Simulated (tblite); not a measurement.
Run report: C$_{3}$H$_{11}$BN$_{2}$Si, geometry relaxation

C$_{3}$H$_{11}$BN$_{2}$Si, computed with GFN2-xTB geometry optimisation, gas phase (tblite 0.8.0).

It belongs to a series of runs on one base structure; here: H on Si replaced by CH3.

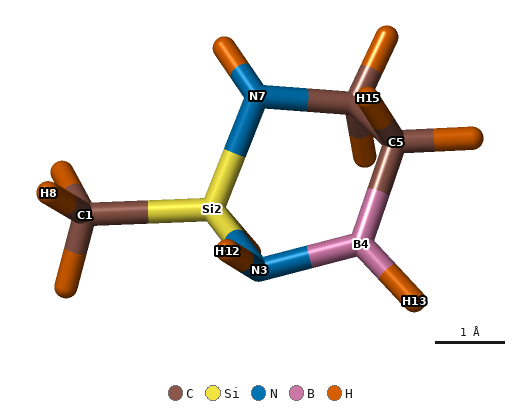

The input geometry (stick view, seen at a tilt; atoms are numbered from 1 in the order of the input).

Results in brief:

- outcome: converged
- total energy: −569.0062 eV
- hardware: 1 CPU thread, shared host
- wall time: 1.2 s
- peak memory: 0.18 GiB

Input file:
```
{"job": {"kind": "relax", "xc": "GFN2-xTB", "basis": "xTB"}, "charge": 0, "multiplicity": 1}
C      2.703600     0.191100     0.158400
Si     0.965300     0.140500    -0.496500
N      0.076200     1.659000    -0.291300
B     -1.383900     1.340000    -0.655300
C     -2.077200    -0.035100    -0.253200
C     -1.223500    -1.243700    -0.615900
N     -0.037300    -1.135900     0.215800
H      2.798000     0.513400     1.210600
H      3.167800    -0.813800     0.023100
H      3.280600     0.887600    -0.485900
H      1.048200    -0.116200    -1.943700
H      0.107400     1.999900     0.699400
H     -1.991800     2.142300    -1.250800
H     -3.086400    -0.132700    -0.710600
H     -2.141400    -0.030900     0.858400
H     -1.767100    -2.189700    -0.453400
H     -0.890700    -1.129300    -1.669600
H      0.443600    -2.040200     0.384200
```

The first line tells a small driver script what to run in tblite; the rest is the geometry in Å.

Launched with:
```bash
OMP_NUM_THREADS=1 python <driver script> task.json out
```

Output:
```
step      E/eV     max force
  0    -567.51041    2.226
  1    -567.71544    1.614
  2    -567.83740    0.861
  3    -567.89022    0.810
  4    -567.96239    0.588
  5    -567.99722    0.614
  6    -568.07958    0.855
  7    -568.15275    0.930
  8    -568.25834    0.923
  9    -568.34663    0.772
 10    -568.41707    1.152
 11    -568.33958    3.534
 12    -568.51247    0.653
 13    -568.54615    0.437
 14    -568.59590    0.359
 15    -568.62556    0.357
 16    -568.65757    0.393
 17    -568.69341    0.440
 18    -568.71997    0.354
 19    -568.73809    0.288
 20    -568.75443    0.428
 21    -568.77368    0.467
 22    -568.79929    0.436
 23    -568.82466    0.324
 24    -568.84181    0.322
 25    -568.85432    0.327
 26    -568.86786    0.263
 27    -568.88732    0.384
 28    -568.91350    0.321
 29    -568.93156    0.251
 30    -568.94046    0.276
 31    -568.94674    0.353
 32    -568.95169    0.157
 33    -568.95640    0.115
 34    -568.95847    0.113
 35    -568.96112    0.121
 36    -568.96289    0.099
 37    -568.96470    0.137
 38    -568.96652    0.140
 39    -568.96861    0.108
 40    -568.97048    0.103
 41    -568.97192    0.090
 42    -568.97311    0.093
 43    -568.97431    0.079
 44    -568.97556    0.078
 45    -568.97675    0.078
 46    -568.97773    0.060
 47    -568.97854    0.057
 48    -568.97926    0.064
 49    -568.97999    0.068
 50    -568.98078    0.062
 51    -568.98157    0.059
 52    -568.98229    0.070
 53    -568.98294    0.074
 54    -568.98357    0.073
 55    -568.98426    0.070
 56    -568.98507    0.066
 57    -568.98605    0.072
 58    -568.98720    0.086
 59    -568.98844    0.088
 60    -568.98967    0.099
 61    -568.99102    0.099
 62    -568.99283    0.111
 63    -568.99511    0.133
 64    -568.99733    0.110
 65    -568.99884    0.073
 66    -568.99973    0.061
 67    -569.00037    0.054
 68    -569.00097    0.061
 69    -569.00150    0.068
 70    -569.00197    0.051
 71    -569.00233    0.044
 72    -569.00256    0.046
 73    -569.00280    0.036
 74    -569.00298    0.030
 75    -569.00309    0.026
 76    -569.00318    0.027
 77    -569.00333    0.042
 78    -569.00357    0.049
 79    -569.00384    0.035
 80    -569.00405    0.030
 81    -569.00421    0.030
 82    -569.00434    0.029
 83    -569.00450    0.039
 84    -569.00466    0.024
 85    -569.00478    0.020
 86    -569.00487    0.023
 87    -569.00498    0.025
 88    -569.00515    0.031
 89    -569.00534    0.031
 90    -569.00550    0.027
 91    -569.00562    0.025
 92    -569.00574    0.032
 93    -569.00589    0.036
 94    -569.00602    0.032
 95    -569.00611    0.022
 96    -569.00616    0.018
 97    -569.00620    0.012
 98    -569.00623    0.009
```

Trajectory as extended XYZ (Å, eV, eV/Å), 6 of the 99 frames kept, from step=0 to step=98:
```
18
Properties=species:S:1:pos:R:3:forces:R:3 step=0 energy=-567.51041
C     2.7036    0.1911    0.1584    1.1860  -0.1110   0.0630
Si    0.9653    0.1405   -0.4965   -0.8220   0.1650   0.5540
N     0.0762    1.6590   -0.2913   -1.6020  -1.3090   0.8220
B    -1.3839    1.3400   -0.6553    1.2460   0.5390   0.4260
C    -2.0772   -0.0351   -0.2532   -0.3440   0.4390   0.0570
C    -1.2235   -1.2437   -0.6159    0.2800   0.0590  -0.1350
N    -0.0373   -1.1359    0.2158    1.4080  -0.4760  -0.2300
H     2.7980    0.5134    1.2106    0.0250  -0.2900  -0.7260
H     3.1678   -0.8138    0.0231   -0.2970   0.8940   0.3310
H     3.2806    0.8876   -0.4859   -0.3570  -0.4610   0.6580
H     1.0482   -0.1162   -1.9437    0.0460   0.1540  -0.1590
H     0.1074    1.9999    0.6994    0.0810  -0.2040  -1.4190
H    -1.9918    2.1423   -1.2508    0.0730   0.1530  -0.0010
H    -3.0864   -0.1327   -0.7106    0.5240   0.0110   0.4970
H    -2.1414   -0.0309    0.8584   -0.3410  -0.1030  -0.6130
H    -1.7671   -2.1897   -0.4534    0.2720   0.2970  -0.0830
H    -0.8907   -1.1293   -1.6696   -0.7640  -0.5510   0.1580
H     0.4436   -2.0402    0.3842   -0.6130   0.7950  -0.1980
18
Properties=species:S:1:pos:R:3:forces:R:3 step=20 energy=-568.75443
C     2.7478    0.2053    0.2512   -0.1180  -0.0320   0.0130
Si    1.0161    0.0980   -0.4814   -0.0700  -0.0470  -0.2810
N    -0.0079    1.4629   -0.1433   -0.0770  -0.0050  -0.1380
B    -1.3665    1.3399   -0.4455   -0.1680  -0.0130  -0.0440
C    -2.0968   -0.0672   -0.2705    0.0310   0.0100  -0.0510
C    -1.2878   -1.3214   -0.6189   -0.0290   0.0500   0.1490
N     0.0293   -1.2223   -0.0037    0.0580  -0.0530  -0.2040
H     2.7663    0.5061    1.2901    0.0320  -0.0240   0.0310
H     3.2415   -0.7536    0.1527    0.0700   0.0410   0.0720
H     3.3083    0.9298   -0.3312    0.0400  -0.0450   0.1320
H     1.2056    0.1799   -1.9564    0.0800  -0.1580  -0.0390
H     0.4049    2.3832   -0.1527    0.0050  -0.0450  -0.0180
H    -1.9682    2.2781   -0.8049   -0.1370   0.1530   0.1550
H    -3.0375   -0.1269   -0.8226   -0.0110   0.0990   0.0640
H    -2.3516   -0.1107    0.7990   -0.0030  -0.0840  -0.1840
H    -1.8066   -2.2070   -0.2331    0.1070   0.0100   0.0950
H    -1.2467   -1.4536   -1.7208    0.1880   0.2080   0.3240
H     0.4412   -2.1140    0.2156    0.0020  -0.0630  -0.0760
18
Properties=species:S:1:pos:R:3:forces:R:3 step=39 energy=-568.96861
C     2.6772    0.2067    0.3138   -0.0080   0.0050   0.0210
Si    1.0703    0.0851   -0.6740   -0.0430  -0.0510  -0.0760
N    -0.0092    1.4452   -0.5098    0.0790   0.0640  -0.0070
B    -1.3891    1.3569   -0.3483    0.0680   0.0630   0.0400
C    -2.1004   -0.0558   -0.2350   -0.0220   0.0310   0.0180
C    -1.2704   -1.2994   -0.5642   -0.0220   0.0140  -0.0020
N     0.0964   -1.1927   -0.0682   -0.0210  -0.0330  -0.1010
H     2.5240    0.4531    1.3573   -0.0490   0.0040   0.0360
H     3.2105   -0.7366    0.2715    0.0120   0.0130   0.0040
H     3.3257    0.9633   -0.1132   -0.0130   0.0110  -0.0070
H     1.4208    0.0059   -2.1158   -0.0150   0.0120   0.0240
H     0.4065    2.3636   -0.5463   -0.0020  -0.0270  -0.0130
H    -2.0228    2.3432   -0.2391   -0.0120  -0.0330  -0.0220
H    -2.9972   -0.0685   -0.8597    0.0000  -0.0610   0.0050
H    -2.4670   -0.1356    0.7916    0.0300  -0.0190   0.0620
H    -1.7335   -2.1832   -0.1104    0.0250   0.0210  -0.0130
H    -1.2807   -1.4456   -1.6541    0.0470  -0.0210  -0.0010
H     0.5302   -2.0992    0.0274   -0.0540   0.0040   0.0320
18
Properties=species:S:1:pos:R:3:forces:R:3 step=59 energy=-568.98844
C     2.6231    0.2227    0.3429   -0.0140   0.0080   0.0050
Si    1.0774    0.0452   -0.7328    0.0660   0.0170  -0.0080
N     0.0201    1.4249   -0.5741   -0.0300  -0.0460   0.0040
B    -1.3528    1.3560   -0.3556    0.0170   0.0360  -0.0350
C    -2.0688   -0.0531   -0.1859    0.0110   0.0400   0.0270
C    -1.2775   -1.2980   -0.5973   -0.0170   0.0130  -0.0110
N     0.1005   -1.2291   -0.1375    0.0030   0.0350   0.0140
H     2.3669    0.4441    1.3742    0.0420  -0.0010  -0.0120
H     3.2215   -0.6816    0.3327   -0.0270   0.0060  -0.0090
H     3.2488    1.0267   -0.0302   -0.0210  -0.0060   0.0270
H     1.4445   -0.0034   -2.1701    0.0180  -0.0430   0.0420
H     0.4578    2.3303   -0.6380   -0.0360   0.0330  -0.0130
H    -1.9781    2.3467   -0.2380    0.0050  -0.0210  -0.0150
H    -3.0292   -0.0726   -0.7076    0.0330  -0.0090  -0.0130
H    -2.3187   -0.1249    0.8772    0.0330  -0.0770   0.0280
H    -1.7443   -2.1925   -0.1757   -0.0110  -0.0240   0.0510
H    -1.3112   -1.4006   -1.6905   -0.0240   0.0330  -0.0400
H     0.5111   -2.1343    0.0300   -0.0480   0.0080  -0.0430
18
Properties=species:S:1:pos:R:3:forces:R:3 step=78 energy=-569.00357
C     2.5812    0.2465    0.4040   -0.0140   0.0030   0.0100
Si    1.0938    0.0188   -0.7446    0.0160   0.0080   0.0200
N     0.0220    1.3959   -0.6616   -0.0210  -0.0410  -0.0160
B    -1.3402    1.3517   -0.3793    0.0330   0.0030  -0.0050
C    -2.0370   -0.0477   -0.0962    0.0130  -0.0220  -0.0090
C    -1.2990   -1.2773   -0.6267    0.0130  -0.0030  -0.0060
N     0.0935   -1.2644   -0.2048    0.0010   0.0180   0.0070
H     2.2861    0.4155    1.4346   -0.0090  -0.0170  -0.0130
H     3.2307   -0.6215    0.3810   -0.0050   0.0120  -0.0090
H     3.1678    1.1018    0.0843    0.0060  -0.0280   0.0030
H     1.5501   -0.0672   -2.1520   -0.0010   0.0160  -0.0020
H     0.4461    2.2964   -0.8204    0.0070   0.0170   0.0040
H    -1.9557    2.3506   -0.3083   -0.0150   0.0120  -0.0070
H    -3.0554   -0.0698   -0.4890   -0.0210  -0.0010   0.0040
H    -2.1307   -0.1473    0.9893    0.0030  -0.0050   0.0040
H    -1.7693   -2.1911   -0.2485    0.0040   0.0150   0.0110
H    -1.3751   -1.2946   -1.7237   -0.0110  -0.0060   0.0100
H     0.4822   -2.1898   -0.1145   -0.0010   0.0200  -0.0080
18
Properties=species:S:1:pos:R:3:forces:R:3 step=98 energy=-569.00623
C     2.5660    0.2279    0.4232    0.0020   0.0010   0.0010
Si    1.0987    0.0383   -0.7575   -0.0020   0.0020   0.0050
N     0.0141    1.4055   -0.6887   -0.0020   0.0020  -0.0010
B    -1.3475    1.3551   -0.4059    0.0070   0.0000  -0.0050
C    -2.0240   -0.0449   -0.0785    0.0010  -0.0070  -0.0010
C    -1.2974   -1.2763   -0.6193    0.0060  -0.0010   0.0000
N     0.1041   -1.2548   -0.2322    0.0010  -0.0020  -0.0030
H     2.2513    0.3576    1.4535   -0.0020  -0.0010  -0.0050
H     3.2109   -0.6428    0.3792   -0.0020   0.0010  -0.0010
H     3.1662    1.0881    0.1468   -0.0030   0.0000   0.0020
H     1.5785   -0.0190   -2.1586   -0.0020  -0.0030   0.0010
H     0.4282    2.3075   -0.8664    0.0080   0.0010   0.0010
H    -1.9757    2.3487   -0.3675    0.0000  -0.0030   0.0000
H    -3.0590   -0.0817   -0.4244   -0.0060   0.0000  -0.0020
H    -2.0667   -0.1309    1.0115   -0.0060   0.0000   0.0060
H    -1.7541   -2.1865   -0.2158    0.0040   0.0070  -0.0030
H    -1.4040   -1.3072   -1.7134   -0.0050   0.0010   0.0080
H     0.5017   -2.1780   -0.1624    0.0010   0.0020  -0.0030
```

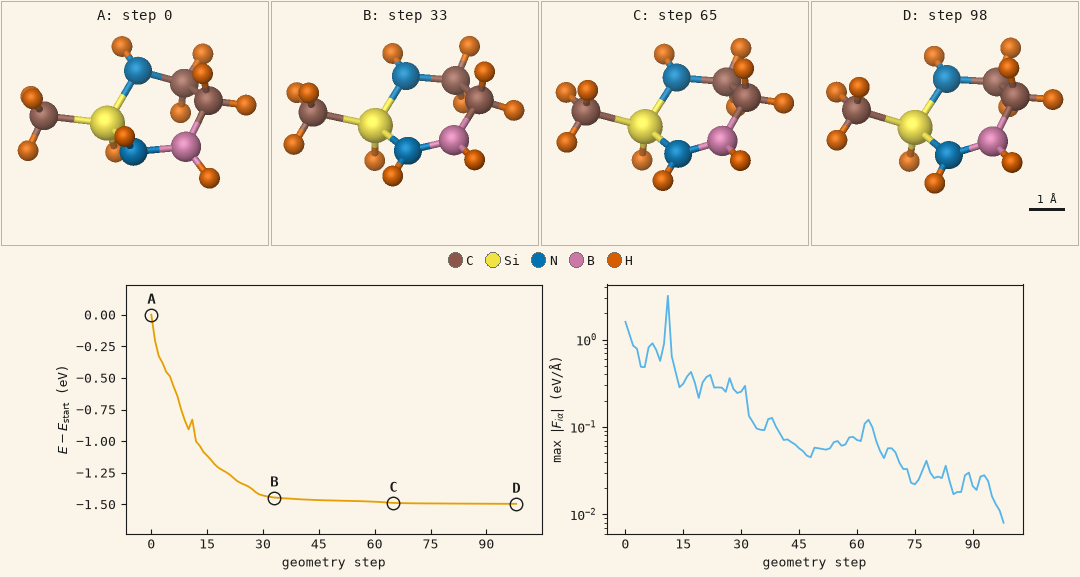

Frames of the relaxation (ball-and-stick view, seen at a tilt) above the curves, on which the letters mark them (steps are counted from 0).

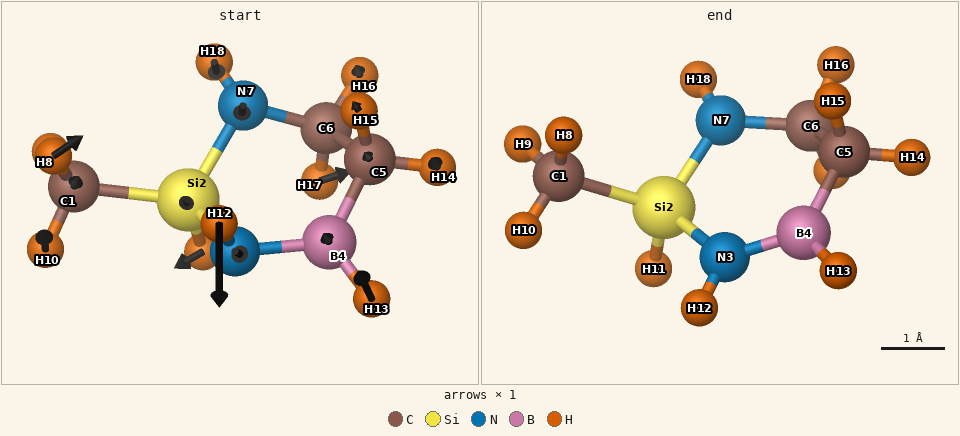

Before (left) and after (right) the relaxation, at one scale (ball-and-stick view, seen at a tilt). The black arrows give the displacements, at true length. After 98 geometry steps the energy has fallen by 1.496 eV. Largest force component: 1.6 eV/Å at the start, 0.008 eV/Å at the end. The largest move after the best rigid fit is that of H12, 1.64 Å. By element the largest moves are H 1.64 Å, N 0.48 Å, Si 0.31 Å, C 0.29 Å, B 0.25 Å. Among the contacts that change: N3–B4 1.538 → 1.392 Å, Si2–N7 1.773 → 1.714 Å, N3–H12 1.048 → 1.008 Å, C1–Si2 1.858 → 1.893 Å. Among the angles that change: Si2–N3–B4 105.7° → 126.0°, Si2–N7–C6 106.6° → 119.3°, B4–N3–H12 108.6° → 118.0°. (Atoms are counted from 1 in the order of the input.)
